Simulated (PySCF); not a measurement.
Molecule: SMILES FC(F)(F)[SiH2][SiH2]c1cccs1 (C5H7F3SSi2). Atoms near the plane z = 0.0 Å, at the GFN2-xTB optimised geometry (x, y, z in Å): F1 (-2.5, -3.4, -1.0), C2 (-1.7, -3.5, 0.0), F3 (-1.1, -4.7, 0.0), Si5 (-0.4, -2.0, 0.0), Si6 (-1.7, -0.1, 0.0), C7 (-0.5, 1.4, 0.0), C8 (0.9, 1.4, 0.0), C9 (1.5, 2.6, 0.0), C10 (0.5, 3.6, 0.0), S11 (-1.1, 3.0, 0.0), H16 (1.5, 0.4, 0.0), H17 (2.5, 2.8, 0.0), H18 (0.7, 4.7, 0.0).

Level of theory: B3LYP/def2-SVP (PySCF). Cells within 0.4 Å of a nucleus heavier than hydrogen are left out (blank, or x). The values are rescaled to run from 0 to 1.

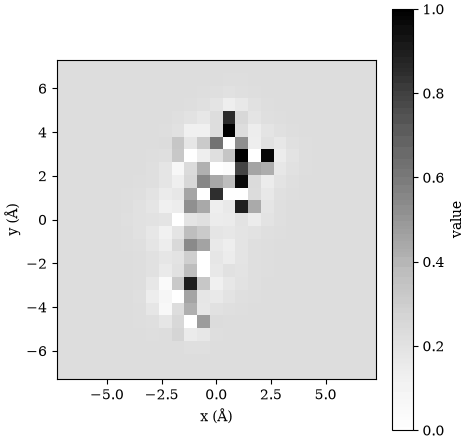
Figure: a field on the plane z = 0.0 Å.

Question: Which quantity is mapped?
A. deformation density (molecule minus spherical neutral atoms)
B. Laplacian of the electron density
C. electron localisation function
D. an orbital amplitude

Answer: A, deformation density (molecule minus spherical neutral atoms). In full: deformation density (molecule minus spherical neutral atoms) (e/bohr³).
